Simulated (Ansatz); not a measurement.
# U-wB97X/STO-3G run of SiH2OF (SMILES O[SiH]F)

What is the electronic atomisation energy of SiH2OF at U-wB97X/STO-3G? 

The results are computed with Ansatz 0.2.0.

65 further runs of the same task are left out: 5 that didn't finish, 60 set aside as unsound or not needed.

## (1) The molecule

SiH2OF: 5 atoms, total charge 0, spin state doublet. As SMILES, `O[SiH]F`. Geometry: relaxed at PBE0-D4/def2-TZVP. This is one conformer, not always the lowest.

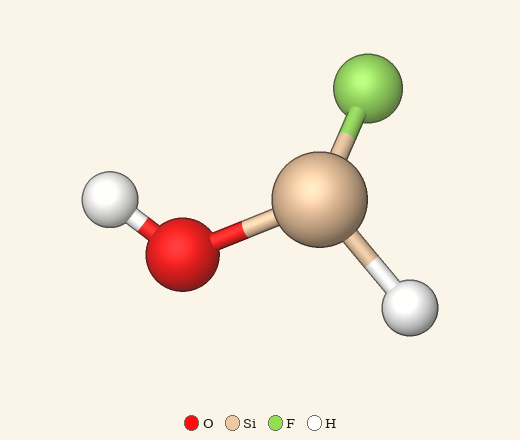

Viewed from a chosen angle; oxygen red, silicon light orange, fluorine green, hydrogen white.

## (2) The energy at U-wB97X/STO-3G

The input, run.yaml:

```yaml
crystal:
  periodic: [false, false, false]
  atoms:
    - symbol: O
      position_ang: [-0.615200, -0.884600, -0.276300]
    - symbol: Si
      position_ang: [0.283900, 0.245700, 0.493100]
    - symbol: F
      position_ang: [0.207000, 1.646500, -0.283100]
    - symbol: H
      position_ang: [-1.564500, -0.765100, -0.338000]
    - symbol: H
      position_ang: [1.688800, -0.242600, 0.404400]
basis:
  gaussian:
    orbitals: STO-3G
magnetization:
  spin_polarized: true
  initial_magnetization: 1
hamiltonian:
  xc: {name: wB97X}
accuracy: high
```

Started as:

```
ansatz run run.yaml --threads 1 --pin off --max-ram 2610MiB --events-out events.jsonl --progress --plain --runs-dir runs
```

The program printed:

```text
Warning: RAYON_NUM_THREADS=1 ignored (pool sized by the plan → 1); use --threads N
Functional definition: wB97X
  name "wB97X"
  parameter omega = 0.3/bohr
  parameter cx = 0.157706
  parameter cx1 = 0.726479
  parameter cx2 = 1.04760
  parameter cx3 = -5.70635
  parameter cx4 = 13.2794
  parameter css1 = -4.33879
  parameter css2 = 18.2308
  parameter css3 = -31.7430
  parameter css4 = 17.2901
  parameter cos1 = 2.37031
  parameter cos2 = -11.3995
  parameter cos3 = 6.58405
  parameter cos4 = -3.78132
  exchange = spin_sum(e_x_unif_sr(omega)*poly(b97_u_x, 1 - cx, cx1, cx2, cx3, cx4)) + cx*exact_x_sr(omega)
      + exact_x_lr(omega)
  correlation = spin_sum(e_c_pw_same_spin*poly(b97_u_same, 1, css1, css2, css3, css4))
      + integral(e_c_pw_opposite_spin*poly(b97_u_opposite, 1, cos1, cos2, cos3, cos4))
386 factors; integrals over basis functions are off by at most 3.1e-8 eV
148 factors; integrals over basis functions are off by at most 1.0e-9 eV
mean field evaluation 1: about -12510.1432 eV, gradient 1.6e1 eV
mean field evaluation 2: about -12511.7881 eV, gradient 9.4e0 eV
mean field evaluation 4: about -12512.3379 eV, gradient 3.5e-1 eV
mean field evaluation 8: about -12512.3278 eV, gradient 9.3e-3 eV
mean field evaluation 16: about -12512.3278 eV, gradient 3.0e-6 eV
mean field -12512.32777145 eV, -459.8195644403 hartree, gradient 3.0e-8 eV, S^2 0.752079; 0 other end points of the search recorded, 0 dependent functions left out
reference -12512.32777004 eV, -459.8195643885 hartree; 17, 16 occupied and 4, 5 virtual orbitals, 386 factors
Total energy: -12512.32777004 eV, -459.8195643885 hartree
```

Wall time 11 s (1 thread of Arm Neoverse V1, shared host); peak memory 0.41 GiB.

## (3) The F atom at the same level

The input, job.yaml:

```yaml
crystal:
  periodic: [false, false, false]
  atoms:
    - {symbol: F, position_ang: [0.000000, 0.000000, 0.000000]}
basis:
  gaussian: {orbitals: STO-3G}
accuracy: high
magnetization: {spin_polarized: true, initial_magnetization: 1}
hamiltonian: {xc: {name: wB97X}}
```

Run the same way, it converges to -98.27280 Eh (log not shown).

## (4) The H atom at the same level

The input, job.yaml:

```yaml
crystal:
  periodic: [false, false, false]
  atoms:
    - {symbol: H, position_ang: [0.000000, 0.000000, 0.000000]}
basis:
  gaussian:
    orbitals: STO-3G
magnetization:
  spin_polarized: true
  initial_magnetization: 1
hamiltonian:
  xc: {name: wB97X}
accuracy: high
```

Run the same way, it converges to -0.46692 Eh (log not shown).

## (5) The O atom, same level

The input, input.yaml:

```yaml
crystal:
  periodic: [false, false, false]
  atoms:
    - {symbol: O, position_ang: [0.000000, 0.000000, 0.000000]}
basis:
  gaussian:
    orbitals: STO-3G
magnetization:
  spin_polarized: true
  initial_magnetization: 2
hamiltonian:
  xc: {name: wB97X}
accuracy: high
```

Started as:

```
ansatz run input.yaml --threads 1 --pin off --max-ram 2610MiB --events-out events.jsonl --progress --plain --runs-dir runs
```

The program printed, shortened:

```text
Warning: RAYON_NUM_THREADS=1 ignored (pool sized by the plan → 1); use --threads N
[... 2 set-up lines as earlier in the session ...]
[...]
      + exact_x_lr(omega)
[...]
      + integral(e_c_pw_opposite_spin*poly(b97_u_opposite, 1, cos1, cos2, cos3, cos4))
15 factors; integrals over basis functions are off by at most 1.1e-9 eV
15 factors; integrals over basis functions are off by at most 3.1e-10 eV
[...]
mean field -2014.62968044 eV, -74.0362751911 hartree, gradient 0.0e0 eV, S^2 2.000000; 0 other end points of the search recorded, 0 dependent functions left out
reference -2014.62968021 eV, -74.0362751826 hartree; 5, 3 occupied and 0, 2 virtual orbitals, 15 factors
Total energy: -2014.62968021 eV, -74.0362751826 hartree
```

Run time: 0.7 s. Hardware: 1 thread of Arm Neoverse V1, shared host; peak memory 0.13 GiB.

## (6) The Si atom, same level

The input, job.yaml:

```yaml
basis:
  gaussian:
    orbitals: STO-3G
crystal:
  periodic: [false, false, false]
  atoms:
    - {symbol: Si, position_ang: [0.000000, 0.000000, 0.000000]}
magnetization:
  spin_polarized: true
  initial_magnetization: 2
hamiltonian:
  xc: {name: wB97X}
accuracy: high
```

Run the same way, it converges to -285.93335 Eh (log not shown).

## (7) What came out

Level: U-wB97X/STO-3G.

| quantity | value |
| --- | --- |
| molecule: total energy | -459.81956 Eh |
| molecule: ⟨S²⟩ | 0.752 |
| F atom: total energy | -98.27280 Eh |
| F atom: ⟨S²⟩ | 0.750 |
| H atom: total energy | -0.46692 Eh |
| H atom: ⟨S²⟩ | 0.750 |
| O atom: total energy | -74.03628 Eh |
| O atom: ⟨S²⟩ | 2.000 |
| Si atom: total energy | -285.93335 Eh |
| Si atom: ⟨S²⟩ | 2.000 |
| electronic atomisation energy | 17.505 eV |

Taking the molecule apart into free atoms costs 17.50 eV (404 kcal/mol), before zero-point energy and without spin-orbit coupling. In a minimal basis such a difference can be off by several eV, whatever the method.
